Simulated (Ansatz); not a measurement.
## B$_{2}$Cl$_{4}$: a changed input and its effect

System: B$_{2}$Cl$_{4}$ (B2(Cl)4).
Method of run 1: RKS wB97X-V/def2-TZVP (Ansatz 0.2.0).

The geometry comes from this level: PBE0-D4/def2-SVP. Text and figures count atoms from 1; the logs count them from 0 in places.

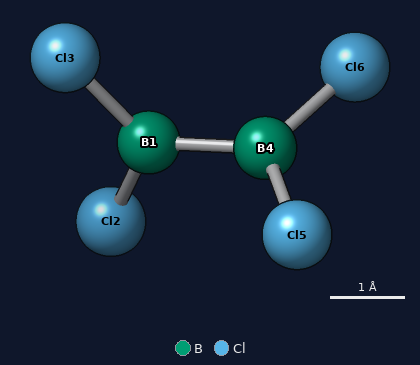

Fig. 1: The structure (ball-and-stick view, seen at a tilt; atoms are numbered from 1 in the order of the input). Bond lengths as drawn: B–B 1.69 Å and B–Cl 1.75 Å.

### Input file, run 1
```yaml
crystal:
  periodic: [false, false, false]
  atoms:
    - {symbol: B, position_ang: [0.075854, 0.573316, -0.618312]}
    - {symbol: Cl, position_ang: [-1.342814, 1.364338, -1.263764]}
    - {symbol: Cl, position_ang: [1.649161, 0.974914, -1.263820]}
    - {symbol: B, position_ang: [-0.074444, -0.573281, 0.619183]}
    - {symbol: Cl, position_ang: [-0.187728, -0.060857, 2.285659]}
    - {symbol: Cl, position_ang: [-0.120020, -2.278439, 0.241056]}
basis:
  gaussian: {orbitals: def2-TZVP, initial_orbitals: start.molden}
hamiltonian: {xc: {name: wB97X-V}}
scf: {omitted_lower_state_checks: [starts]}
output: {orbitals: {seedname: orbitals}}
```

Command:
```bash
ansatz run in.yaml --threads 2 --pin off --events-out ev --progress --plain --max-ram 32768MiB --backend cpu
```

Hardware: 2 CPU threads, shared host.

### Output (run 1)
```
Functional definition: wB97X-V
  parameter omega = 0.3/bohr
  parameter cx = 0.167
  parameter cx1 = 0.603
  parameter cx2 = 1.194
  parameter css0 = 0.556
  parameter css1 = -0.257
  parameter cos0 = 1.219
  parameter cos1 = -1.850
  parameter b = 6.0
  parameter c = 0.01
  exchange = spin_sum(e_x_unif_sr(omega)*poly(b97_u_x, 1 - cx, cx1, cx2)) + cx*exact_x_sr(omega) + exact_x_lr(omega)
  correlation = spin_sum(e_c_pw_same_spin*poly(b97_u_same, css0, css1))
      + integral(e_c_pw_opposite_spin*poly(b97_u_opposite, cos0, cos1)) + vv10(b, c)
these checks for a lower state are left out or cut short: starts
1390 factors; their error is unknown
251 factors; integrals over basis functions are off by at most 3.2e-5 eV
mean field evaluation 1: about -51441.4408 eV, gradient 6.2e0 eV
mean field evaluation 2: about -51441.5126 eV, gradient 9.7e-2 eV
mean field evaluation 4: about -51441.6123 eV, gradient 1.6e-4 eV
mean field -51441.61227453 eV, -1890.4443827118 hartree, gradient 9.0e-6 eV, S^2 0.000000; 0 other end points of the search recorded, 0 dependent functions left out
reference -51441.61227268 eV, -1890.4443826439 hartree; 39, 39 occupied and 171, 171 virtual orbitals, 1390 factors
Total energy: -51441.61227268 eV, -1890.4443826439 hartree
Checks for a lower state left out: starts
```

The input of run 2 differs as follows (lines with − go, lines with + come):
```diff
+total_charge: 1
+magnetization: {spin_polarized: true, initial_magnetization: 1}
```

Predict how the results change.

The total energies belong to different systems, so their difference says nothing on which is more stable or more accurate. The HOMO goes from −10.88 to −16.88 eV. The LUMO goes from 0.03 to −10.73 eV.

### Output (run 2)
```
Functional definition: wB97X-V
  parameter omega = 0.3/bohr
  parameter cx = 0.167
  parameter cx1 = 0.603
  parameter cx2 = 1.194
  parameter css0 = 0.556
  parameter css1 = -0.257
  parameter cos0 = 1.219
  parameter cos1 = -1.850
  parameter b = 6.0
  parameter c = 0.01
  exchange = spin_sum(e_x_unif_sr(omega)*poly(b97_u_x, 1 - cx, cx1, cx2)) + cx*exact_x_sr(omega) + exact_x_lr(omega)
  correlation = spin_sum(e_c_pw_same_spin*poly(b97_u_same, css0, css1))
      + integral(e_c_pw_opposite_spin*poly(b97_u_opposite, cos0, cos1)) + vv10(b, c)
these checks for a lower state are left out or cut short: starts
1390 factors; their error is unknown
251 factors; integrals over basis functions are off by at most 3.2e-5 eV
mean field evaluation 1: about -51430.6067 eV, gradient 4.5e0 eV
mean field evaluation 2: about -51430.6971 eV, gradient 1.2e-1 eV
mean field evaluation 4: about -51430.7976 eV, gradient 8.1e-4 eV
mean field -51430.79763846 eV, -1890.0469521667 hartree, gradient 1.8e-5 eV, S^2 0.757805; 0 other end points of the search recorded, 0 dependent functions left out
reference -51430.79763666 eV, -1890.0469521004 hartree; 39, 38 occupied and 171, 172 virtual orbitals, 1390 factors
Total energy: -51430.79763666 eV, -1890.0469521004 hartree
Checks for a lower state left out: starts
```

### The two runs side by side

```tsv
quantity	run 1	run 2
outcome	converged	converged
total energy (hartree)	−1890.444383	−1890.046952
HOMO (eV)	−10.88	−16.88
LUMO (eV)	0.03	−10.73
basis functions	210	210
⟨S²⟩	–	0.758
wall time (shared host)	14 s	28 s
```
